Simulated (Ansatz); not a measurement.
AlBrClFH$_{4}$OSi

```yaml
atoms:
  - { symbol: Al, position_ang: [0.2052, -0.1580, 0.2775] }
  - { symbol: Cl, position_ang: [0.7859, -0.5129, 2.2775] }
  - { symbol: F, position_ang: [1.4300, 0.1249, -0.8101] }
  - { symbol: O, position_ang: [-1.2858, -0.7079, -0.2863] }
  - { symbol: Si, position_ang: [-2.7533, -1.2592, -0.7994] }
  - { symbol: H, position_ang: [-3.1284, -2.5051, -0.0696] }
  - { symbol: H, position_ang: [-3.8020, -0.2254, -0.5489] }
  - { symbol: H, position_ang: [-2.7180, -1.5502, -2.2620] }
  - { symbol: Br, position_ang: [-0.4407, 2.5081, 0.7378] }
  - { symbol: H, position_ang: [0.0568, 2.3526, 2.0734] }
```

Method: RKS B3LYP/def2-SVP in Ansatz.

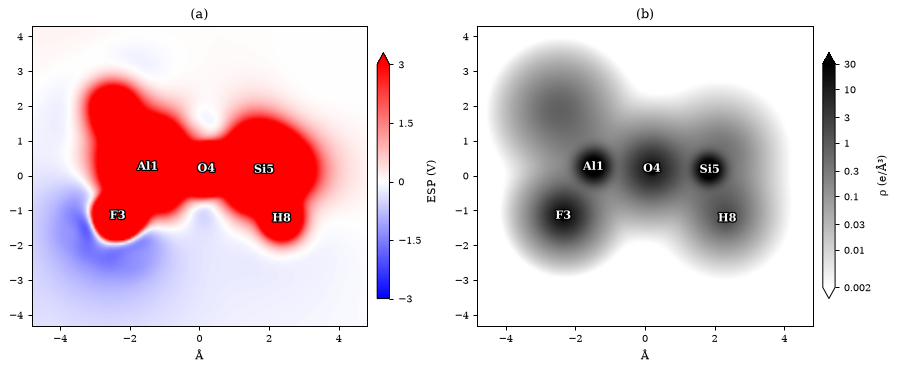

Figure 1. (a) molecular electrostatic potential; (b) electron density on the plane of atoms O4, Si5 and H8.

Interpret the plot.

- The section cuts through Al, F, O, Si and H sites.
- Si–O (1.65 Å): ρ is about 1 e/Å³ halfway.
- Al–F (1.66 Å): ρ at the midpoint is about 0.81 e/Å³.
- Al–O (1.69 Å): the density is about 0.82 e/Å³ at the midpoint.
- Si–H (1.49 Å): ρ is about 0.77 e/Å³ halfway.
- Outside the dense part of the molecule the potential is most negative (−1.9 V) near F3.

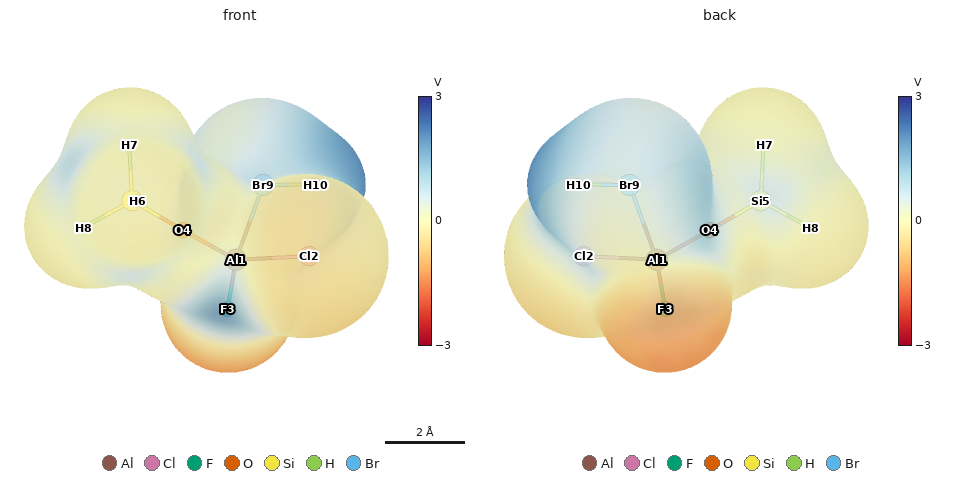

Figure 2. The molecular electrostatic potential painted on the density surface at 0.001 e/bohr³, seen from the front and from behind; the colour scale runs from red (negative) to blue (positive).

Describe the electrostatic potential map.

The most negative region (about −1.4 V) lies over F3, the most positive (about +2.0 V) over H10.

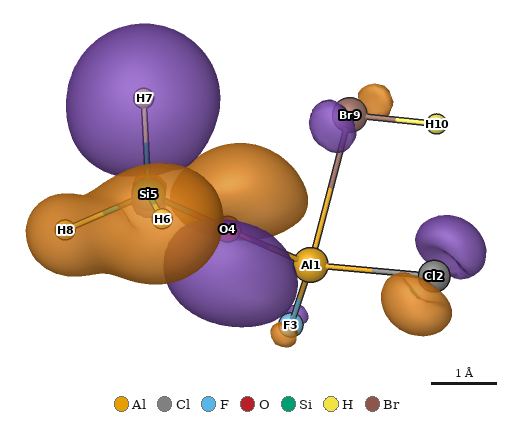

Figure 3. The HOMO−1 at ±0.08 Å⁻³ᐟ² (orange and purple are the two phases), seen at a tilt.

Describe this orbital and give its energy.

It lies mainly on O4 (about 35 %), Si5 (about 20 %), H7 (about 20 %) and H6 (about 10 %). Its energy is −8.47 eV.
